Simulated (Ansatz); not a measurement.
**CH9AlSi2 (SMILES [SiH3][CH2][AlH][SiH3]): density, localisation and related maps**

```xyz
13

C    -0.9985    1.0082    0.6839
Al   -0.0635   -0.6979    0.4730
Si   -2.7944    0.9449    0.1315
Si    0.5890   -1.4470   -1.7759
H    -3.5495   -0.0845    0.9148
H    -2.8740    0.5579   -1.3128
H    -3.4954    2.2555    0.3010
H    -0.9667    1.3502    1.7342
H    -0.5052    1.7782    0.0605
H     0.2060   -1.6164    1.7466
H     1.9861   -1.9912   -1.8109
H     0.5072   -0.3525   -2.7972
H    -0.3132   -2.5526   -2.2428
```

Geometry: r2SCAN-D4/def2-SVP.

Method: isolated molecule in a Gaussian basis; Kohn-Sham density functional theory, functional PBE0 (Ansatz).

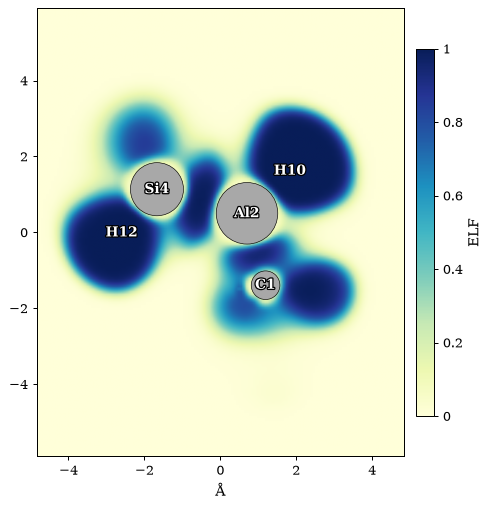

Figure 1. Electron localisation function on the plane of atoms C1, Al2 and H10. Grey discs cover the atomic cores.

Q: Interpret the plot.

A: The plane passes through C, Al, Si and H nuclei. C–Al (1.96 Å): the ELF peaks at about 0.95 between the atoms: a shared but strongly polarised pair. Al–Si (2.46 Å): the ELF peaks at about 1 between the atoms; a shared electron pair. Si–H (1.50 Å): the ELF climbs to about 1 towards the hydrogen, as it does in any bond to H. Al–H (1.59 Å): the ELF climbs to about 1 towards the hydrogen.

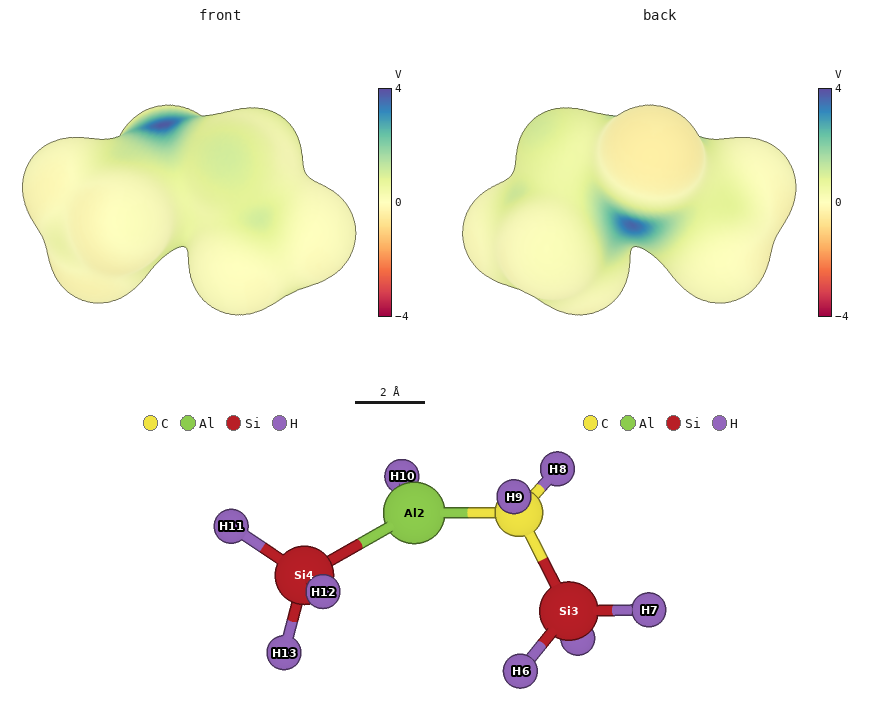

Figure 2. The molecular electrostatic potential painted on the density surface at 0.002 e/bohr³, seen from the front and from behind; the colour scale runs from red (negative) to blue (positive). The bare structure is drawn below in the same view.

Q: Which sites attract a positive test charge, and which a negative one?

A: A positive charge is drawn to the negative regions and a negative charge to the positive ones. The most negative region (about −0.4 V) lies over H10, the most positive (about +3.5 V) over Al2.

Q: What dipole moment does the calculation give?

A: Its dipole moment is 1.26 D.

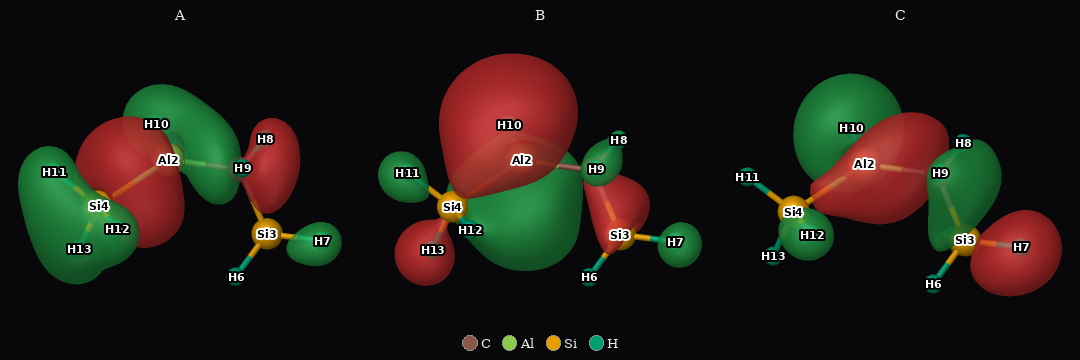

Figure 3. Three frontier orbitals at ±0.06 Å⁻³ᐟ² (green and red are the two phases), in no order.

Q: Which picture is the HOMO−1, the HOMO and the LUMO?

A: C is the HOMO−1 (−8.18 eV). By Hirshfeld shares it lies mainly on C1 (about 30 %), H10 (about 25 %), Al2 (about 25 %), Si3 (about 10 %) and H7 (about 5 %). A is the HOMO (−7.47 eV). It lies mainly on Si4 (about 40 %), Al2 (about 25 %) and C1 (about 10 %). B is the LUMO (−1.89 eV). It lies mainly on Al2 (about 60 %) and Si4 (about 15 %).

Q: What is the HOMO–LUMO gap?

A: 5.58 eV between the orbital energies.

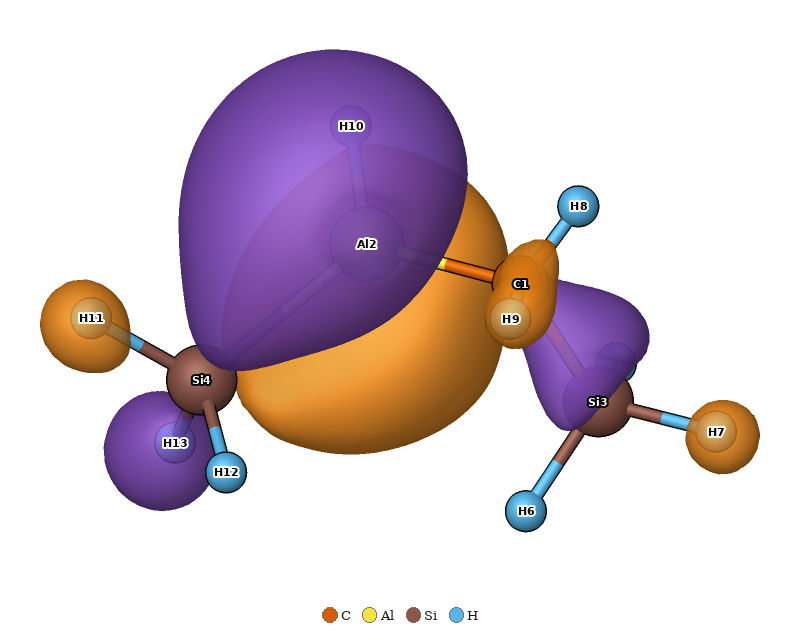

Figure 4. One frontier orbital at ±0.08 Å⁻³ᐟ² (orange and purple are the two phases), seen at a tilt.

Q: Which orbital is it: HOMO or LUMO?

A: The LUMO, at −1.89 eV. It lies mainly on Al2 (about 60 %) and Si4 (about 15 %).
